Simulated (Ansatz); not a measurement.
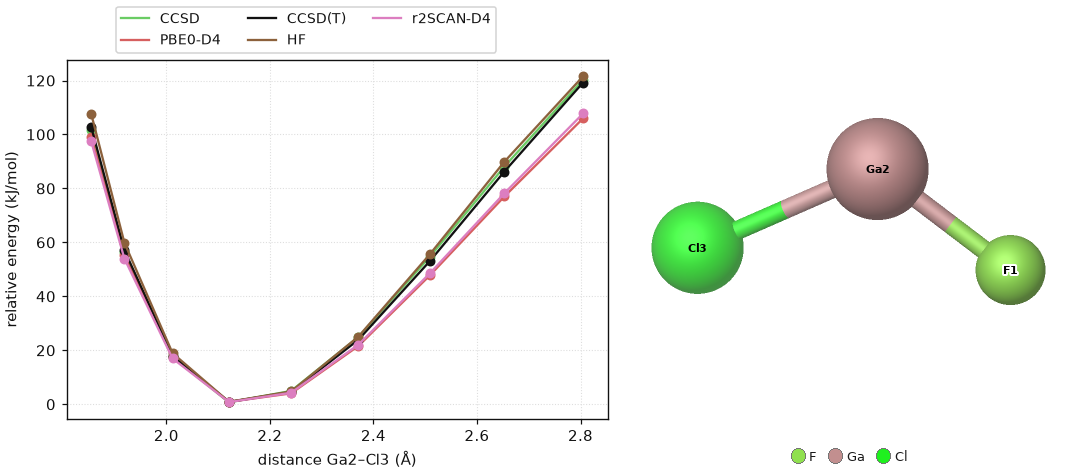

Rigid scan of the stretch Ga2–Cl3 in GaClF, SMILES [F][Ga][Cl], doublet. The Ansatz code 0.2.0, def2-TZVPP, cores frozen in correlated methods. A stretch is scanned from the minimum (PBE0-D4/def2-TZVP); energies less that of the minimum at the same level. On heavy atoms the filled d shell below the valence is correlated. Straight lines join the computed points.

**How far can the coupled-cluster curve be trusted along the scan?**

The calculation's T1 diagnostic reaches at most 0.021 (at 2.81 Å), under the customary mark of 0.045, so it gives no sign of multireference character.

**Order the curves at 2.81 Å, where they differ most.**

PBE0-D4 106.0, r2SCAN-D4 107.8, CCSD(T) 119.3, CCSD 120.3, HF 121.6 kJ/mol, from lowest to highest.

Caveats: spin-contaminated reference; no scalar relativity up to krypton.
